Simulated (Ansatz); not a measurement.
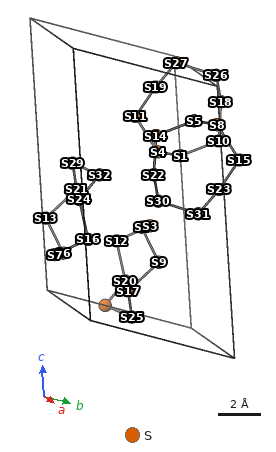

Starting structure of a crystal of S (built on the alpha type). A ball-and-stick model of the reduced cell, seen slightly off an axis. Lengths and directions refer to the drawn axes.

These are results of DFT LDA, scalar-relativistic, plane waves, PAW in Ansatz, not measurements.

The input:
```yaml
crystal:
  lattice:
    - [0.0, 6.433, 12.243]
    - [5.2323, 0.0, 12.243]
    - [5.2323, 6.433, 0.0]
  atoms:
    - { symbol: S, position: [0.07677, 0.27043, 0.26787] }
    - { symbol: S, position: [0.38493, 0.26787, 0.27043] }
    - { symbol: S, position: [0.26787, 0.38493, 0.07677] }
    - { symbol: S, position: [0.27043, 0.07677, 0.38493] }
    - { symbol: S, position: [0.17323, 0.97957, 0.98213] }
    - { symbol: S, position: [0.86507, 0.98213, 0.97957] }
    - { symbol: S, position: [0.98213, 0.86507, 0.17323] }
    - { symbol: S, position: [0.97957, 0.17323, 0.86507] }
    - { symbol: S, position: [0.31319, 0.44493, 0.39061] }
    - { symbol: S, position: [0.85127, 0.39061, 0.44493] }
    - { symbol: S, position: [0.39061, 0.85127, 0.31319] }
    - { symbol: S, position: [0.44493, 0.31319, 0.85127] }
    - { symbol: S, position: [0.93681, 0.80507, 0.85939] }
    - { symbol: S, position: [0.39873, 0.85939, 0.80507] }
    - { symbol: S, position: [0.85939, 0.39873, 0.93681] }
    - { symbol: S, position: [0.80507, 0.93681, 0.39873] }
    - { symbol: S, position: [0.51542, 0.38694, 0.29502] }
    - { symbol: S, position: [0.80262, 0.29502, 0.38694] }
    - { symbol: S, position: [0.29502, 0.80262, 0.51542] }
    - { symbol: S, position: [0.38694, 0.51542, 0.80262] }
    - { symbol: S, position: [0.73458, 0.86306, 0.95498] }
    - { symbol: S, position: [0.44738, 0.95498, 0.86306] }
    - { symbol: S, position: [0.95498, 0.44738, 0.73458] }
    - { symbol: S, position: [0.86306, 0.73458, 0.44738] }
    - { symbol: S, position: [0.44803, 0.56091, 0.11719] }
    - { symbol: S, position: [0.87387, 0.11719, 0.56091] }
    - { symbol: S, position: [0.11719, 0.87387, 0.44803] }
    - { symbol: S, position: [0.56091, 0.44803, 0.87387] }
    - { symbol: S, position: [0.80197, 0.68909, 0.13281] }
    - { symbol: S, position: [0.37613, 0.13281, 0.68909] }
    - { symbol: S, position: [0.13281, 0.37613, 0.80197] }
    - { symbol: S, position: [0.68909, 0.80197, 0.37613] }
basis:
  ecutwfc: 420
  ecutrho_ratio: 4
kpoints:
  mp_grid: { grid: [6, 6, 6] }
hamiltonian:
  xc: lda
scf:
  occupations: { method: gaussian, width: 0.05 }
output:
  forces: true
  stress: true
  eigenvalues: true
relax:
  f_tol: 0.01
  max_steps: 60
  cell: { stress_tol: 0.15 }
```

Where does the relaxation end?

Answer. The largest moves relative to the cell, 0.16 Å, are those of 8 atoms (S9, S10, S11, S12 and others). S12 goes along [−2 1 1]. The drawn cell changes as follows: a = b 8.292 → 7.899 Å (−4.7 %), c 13.314 → 12.787 Å (−4.0 %), α 104.4° → 104.2°, β 104.4° → 104.2°; the volume changes by −12.7 %. Near-neighbour distances that change, for instance: S25–S28 2.044 → 2.055 Å, S1–S10 2.044 → 2.052 Å, S10–S18 2.058 → 2.053 Å. The space group stays Fddd (No. 70). The energy falls by 0.574 eV per cell of the calculation in 6 accepted moves (7 points after the start). The largest force component goes from 0.25 to 0.0052 eV/Å. The pressure goes from −0.52 to 0.01 GPa. The SCF was repeated once at an unchanged geometry on a basis and grid sized afresh for the cell, which shifted the energy by 6.5 meV per cell of the calculation at most.

The structure at the end:

```
S
1.0
     0.00000    6.12977   11.77609
     4.98242    0.00000   11.77609
     4.98242    6.12977    0.00000
S
32
Direct
  0.07751 0.28054 0.25848
  0.38346 0.25848 0.28054
  0.25848 0.38346 0.07751
  0.28054 0.07751 0.38346
  0.17249 0.96946 0.99152
  0.86654 0.99152 0.96946
  0.99152 0.86654 0.17249
  0.96946 0.17249 0.86654
  0.31402 0.43832 0.41062
  0.83704 0.41062 0.43832
  0.41062 0.83704 0.31402
  0.43832 0.31402 0.83704
  0.93598 0.81168 0.83938
  0.41296 0.83938 0.81168
  0.83938 0.41296 0.93598
  0.81168 0.93598 0.41296
  0.52197 0.38142 0.30586
  0.79074 0.30586 0.38142
  0.30586 0.79074 0.52197
  0.38142 0.52197 0.79074
  0.72803 0.86858 0.94414
  0.45926 0.94414 0.86858
  0.94414 0.45926 0.72803
  0.86858 0.72803 0.45926
  0.45117 0.56464 0.12134
  0.86285 0.12134 0.56464
  0.12134 0.86285 0.45117
  0.56464 0.45117 0.86285
  0.79883 0.68536 0.12866
  0.38715 0.12866 0.68536
  0.12866 0.38715 0.79883
  0.68536 0.79883 0.38715
```

After the run, drawn alike:

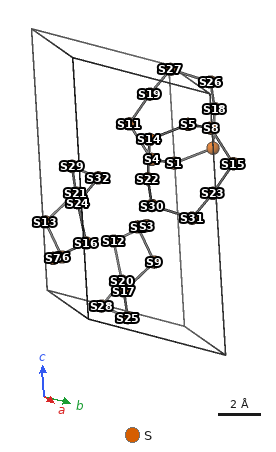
